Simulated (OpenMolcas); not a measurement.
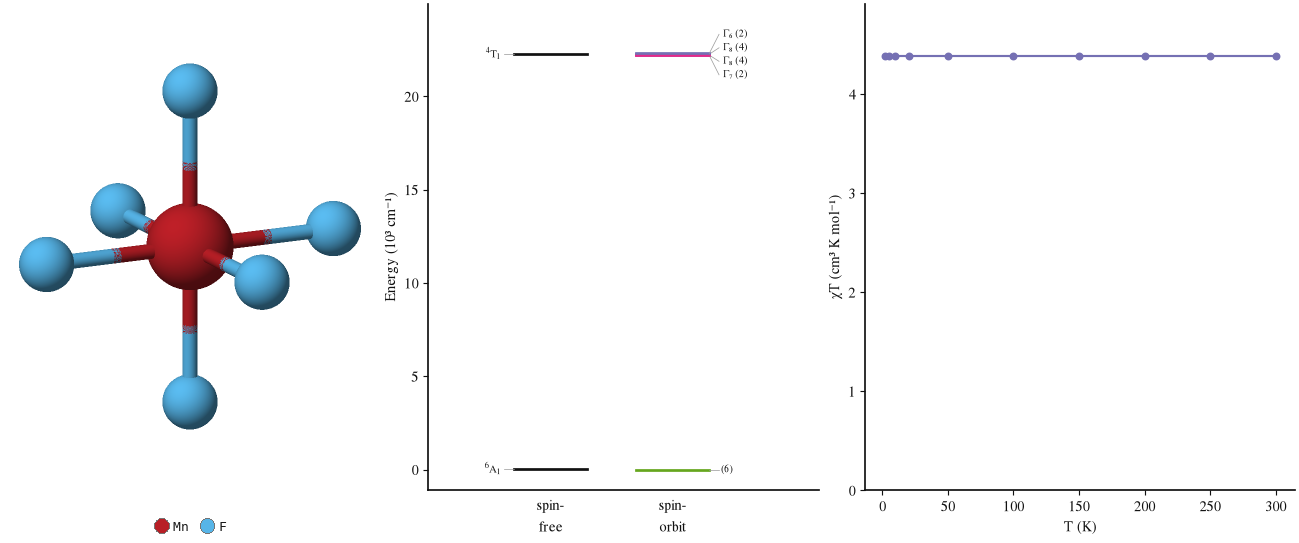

Mn²⁺ (3d⁵) as a dopant in CsCaF₃, a cluster with its 6 nearest F⁻ at 2.140 Å (octahedron) embedded in model potentials and point charges; the geometry was set, not optimised, and its levels and susceptibility. Labels give the representation in O, Td, D4 or D3 as the site allows (double group for half-integer spin) where it could be assigned and, in brackets, the degeneracy; spin-free states, where drawn, share the zero of the spin-orbit levels. The calculation used state-averaged SS-CASPT2, IPEA shift 0.25, imaginary shift 0.1 hartree, closed shells 3s 3p correlated, active space 5 electrons in the shell 3d, basis ANO-RCC-VTZP on the metal and ANO-RCC-VDZP on the ligands, DKH2 scalar Hamiltonian, spin-orbit coupling by RASSI with atomic mean-field integrals (OpenMolcas). Powder susceptibility by Van Vleck's formula.

What does the figure show?

Answer. The ground level is 6-fold degenerate, 100 % from states of spin multiplicity 6. The next level lies at 22,200 cm⁻¹ (Γ₇). The lowest spin-free state is ⁶A₁, from the free-ion S term. χT is 4.39 cm³ K mol⁻¹ at 2 K and 4.39 at 300 K, an effective moment of 5.92 μB.

Limits of the model: small active space favours high spin, ground spin may be wrong; the geometry is set by hand, with no relaxation and no charge compensation.
